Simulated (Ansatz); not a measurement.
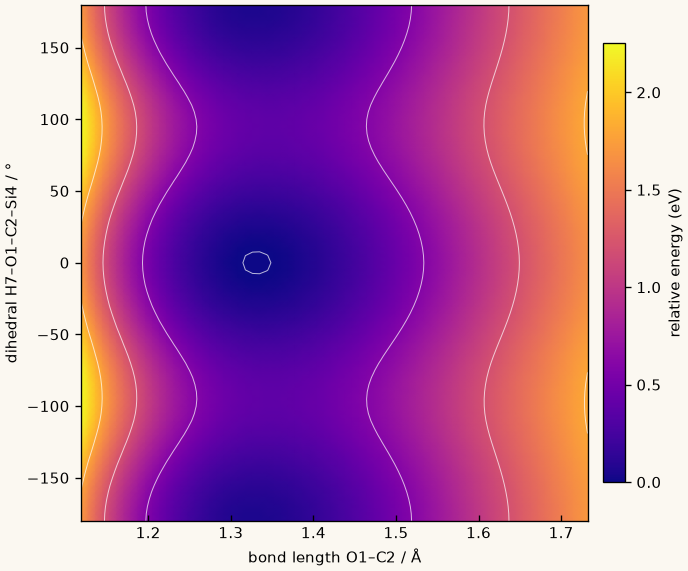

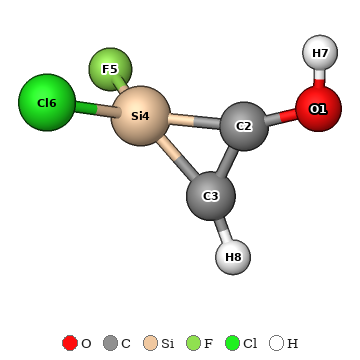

Energy landscape of C₂H₂ClFOSi, SMILES OC1=C[Si]1(F)Cl. The first coordinate is: bond length O1–C2; the second: dihedral H7–O1–C2–Si4. Nothing is relaxed (all other coordinates rigid). The scan uses a 9 × 10 grid. Points are written as (first, second). All energies are given in eV relative to the lowest grid point. All numbers below come from Ansatz, RKS r2SCAN-D4/def2-SVP.

The picture shows a smooth colour map with a few white contour lines. Between grid points the surface is interpolated. The second picture is the structure at the lowest point.

> Describe this landscape.

The lowest grid point is at (1.349 Å, 0°). A higher local minimum lies near (1.349 Å, −180°) (0.06 eV above the lowest at that grid point). The highest grid point, (1.119 Å, −108°), lies 2.25 eV above the lowest. On the interpolated surface the easiest way out of the lowest well to the well at about (1.33 Å, −180°) passes a barrier of about 0.39 eV. Round the minimum the two coordinates are nearly uncoupled.

Grid values (eV):

| dihedral H7–O1–C2–Si4 ↓, bond length O1–C2 → | 1.119 | 1.196 | 1.273 | 1.349 | 1.426 | 1.502 | 1.579 | 1.656 | 1.732 |
| --- | --- | --- | --- | --- | --- | --- | --- | --- | --- |
| 144 | 1.91 | 0.78 | 0.28 | 0.18 | 0.32 | 0.60 | 0.96 | 1.35 | 1.75 |
| 108 | 2.25 | 1.06 | 0.51 | 0.37 | 0.47 | 0.73 | 1.06 | 1.44 | 1.82 |
| 72 | 2.21 | 1.02 | 0.47 | 0.33 | 0.44 | 0.70 | 1.03 | 1.41 | 1.79 |
| 36 | 1.87 | 0.72 | 0.22 | 0.11 | 0.26 | 0.54 | 0.90 | 1.30 | 1.70 |
| 0 | 1.69 | 0.57 | 0.09 | 0.00 | 0.16 | 0.45 | 0.83 | 1.24 | 1.65 |
| −36 | 1.87 | 0.72 | 0.22 | 0.11 | 0.25 | 0.54 | 0.90 | 1.30 | 1.70 |
| −72 | 2.21 | 1.02 | 0.47 | 0.33 | 0.44 | 0.69 | 1.03 | 1.41 | 1.79 |
| −108 | 2.25 | 1.06 | 0.51 | 0.37 | 0.47 | 0.73 | 1.06 | 1.43 | 1.81 |
| −144 | 1.92 | 0.78 | 0.28 | 0.18 | 0.32 | 0.60 | 0.96 | 1.35 | 1.75 |
| −180 | 1.71 | 0.61 | 0.14 | 0.06 | 0.23 | 0.52 | 0.90 | 1.30 | 1.71 |

Each point was launched as `ansatz run input.yaml --threads 1 --pin off --max-ram 2560MiB --backend cpu --events-out ev --progress --plain --runs-dir out`. The whole map (90 points run) took 12 min on 1 thread of Arm Neoverse V1, with other jobs on the host.
